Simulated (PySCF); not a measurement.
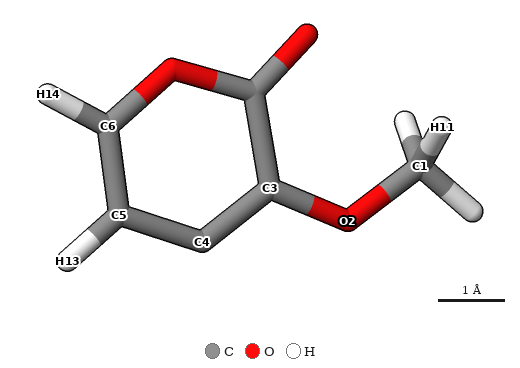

*The structure (stick view, seen at a tilt; atoms are numbered from 1 in the order of the input).*

Bond lengths as drawn: C–C 1.34 to 1.49 Å, C–H 1.08 to 1.09 Å and C–O 1.21 to 1.41 Å.

# EPR calculation of C$_{6}$H$_{5}$O$_{3}$

The run: EPR calculation of C$_{6}$H$_{5}$O$_{3}$, multiplicity 2, SMILES COc1[c]ccoc1=O. Method and program: UKS B3LYP, pcH-1 on C H O, non-relativistic, mean-field spin-orbit, GIAO (PySCF 2.14.0).

It belongs to a series of runs on one base structure; here: H removed from aryl C.

The program's output
```
UKS, coarse grid
  cycle   1  E = -457.00022095  |g| = 7.78e-01
  cycle   2  E = -455.60940446  |g| = 1.92e+00
  cycle   3  E = -457.10454168  |g| = 4.69e-01
  cycle   4  E = -457.21377278  |g| = 1.07e-01
  cycle   5  E = -457.21843409  |g| = 4.06e-02
  cycle   6  E = -457.21913998  |g| = 1.90e-02
  cycle   7  E = -457.21933400  |g| = 7.89e-03
  cycle   8  E = -457.21937751  |g| = 3.48e-03
  cycle   9  E = -457.21939099  |g| = 2.01e-03
  cycle  10  E = -457.21939802  |g| = 9.60e-04
UKS, final grid
  cycle   1  E = -457.21938410  |g| = 1.27e-03
  cycle   2  E = -457.21938331  |g| = 2.38e-03
  cycle   3  E = -457.21938597  |g| = 3.50e-04
  cycle   4  E = -457.21938639  |g| = 3.32e-04
  cycle   5  E = -457.21938679  |g| = 1.33e-04
  cycle   6  E = -457.21938680  |g| = 5.28e-05
  cycle   7  E = -457.21938680  |g| = 1.95e-05
E = -457.21938680 Eh   <S^2> = 0.7611 (exact 0.7500)
g shifts (ppm)      1          2          3
  rmc          -166       -166       -166
  gc             13         28         10
  oz_so        -281        208        698
  total        -435         70        541
hyperfine (MHz)  atom isotope    a_iso     a_fc   dipolar eigenvalues
    0   13C      -0.44      -0.44     -0.42     -0.28      0.70
    1   17O      -8.65      -8.65     -8.18     -1.09      9.27
    2   13C     -19.08     -19.08    -19.75     -2.53     22.29
    3   13C     386.21     386.21    -80.56    -59.38    139.95
    4   13C       5.69       5.69    -10.58     -2.50     13.08
    5   13C      56.56      56.56     -7.01      1.45      5.56
    6   17O       2.75       2.75     -0.53     -0.24      0.76
    7   13C      47.47      47.47     -4.66     -4.00      8.66
    8   17O      -3.43      -3.43    -16.03      4.12     11.91
    9    1H       2.22       2.22     -0.86     -0.58      1.44
   10    1H      -1.59      -1.59     -1.23     -0.71      1.94
   11    1H      -1.59      -1.59     -1.23     -0.71      1.94
   12    1H      52.78      52.78     -6.66     -5.40     12.06
   13    1H      22.62      22.62     -3.01     -2.65      5.66
```

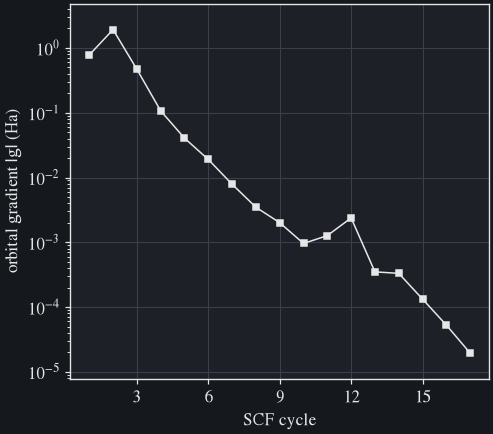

*Convergence of the self-consistent field: orbital gradient |g| against the SCF cycle.*

All cycles printed in the log are drawn one after another.

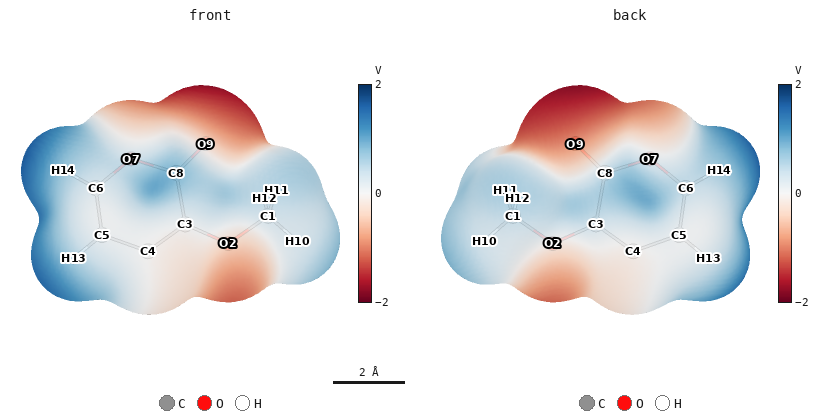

*The molecular electrostatic potential painted on the density surface at 0.002 e/bohr³, seen at a tilt and from behind; red is negative and blue positive.*

A positive charge is drawn to the negative regions and a negative charge to the positive ones.

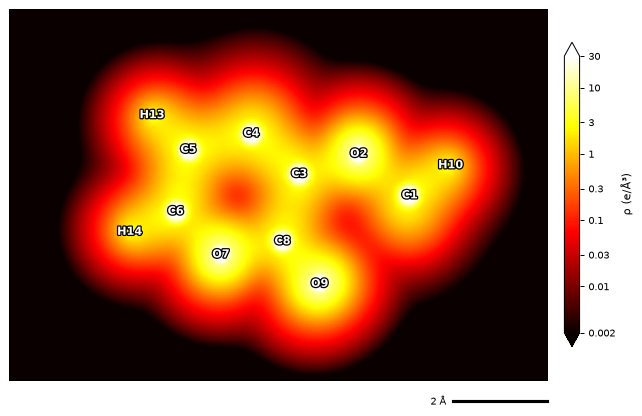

*Total electron density on the plane of atoms O7, C8 and O9.*

C–O (1.21 Å): ρ at the midpoint is about 3.3 e/Å³. C–C (1.34 Å): ρ is about 2.3 e/Å³ halfway. C–H (1.08 Å): ρ at the midpoint is about 2.1 e/Å³. C–O (1.34 Å): ρ at the midpoint is about 2.4 e/Å³.

The run was set up as follows.

Input
```
{"job": {"kind": "epr", "basis": "pcH-1"}, "charge": 0, "multiplicity": 2}
C     -2.451157     0.776524     0.012764
O     -1.349064     0.682563    -0.867776
C     -0.159761     0.189458    -0.476245
C      0.872391     0.109106    -1.330446
C      2.139719    -0.384072    -1.024621
C      2.319662    -0.812155     0.246748
O      1.337856    -0.763980     1.156889
C      0.092749    -0.293912     0.909281
O     -0.720875    -0.293579     1.803675
H     -3.248819     1.206362    -0.592364
H     -2.239001     1.430228     0.860226
H     -2.758027    -0.202238     0.384788
H      2.929907    -0.423531    -1.753731
H      3.233742    -1.221248     0.648647
```

The first line tells a small driver script what to run in PySCF; the rest is the geometry in Å.

Command:
```bash
OMP_NUM_THREADS=1 python <driver script> task.json out
```

Summary

| quantity | value |
| --- | --- |
| outcome | converged |
| total energy | −457.219387 hartree |
| ⟨S²⟩ | 0.761 |
| isotropic g | 2.0024 |
| hardware | 1 CPU thread, shared host |
| wall time | 75 s |
| peak memory | 1.1 GiB |
